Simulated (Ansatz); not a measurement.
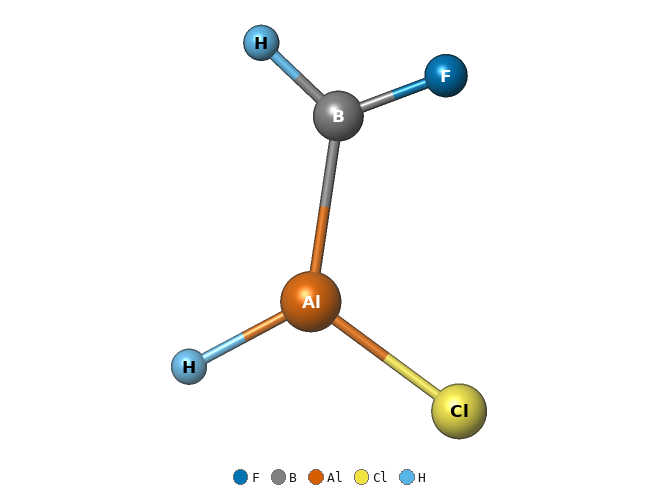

All atoms lie in one plane, which faces the viewer. The computed structure is the end point of a PBE-D4/def2-SVP optimisation. No frequency run is at hand to confirm it as a minimum.

**List the symmetry elements and name the point group.**

It has 1 mirror plane, so the point group is Cs. The group has 2 operations. The geometry is achiral, and symmetry allows a dipole moment.
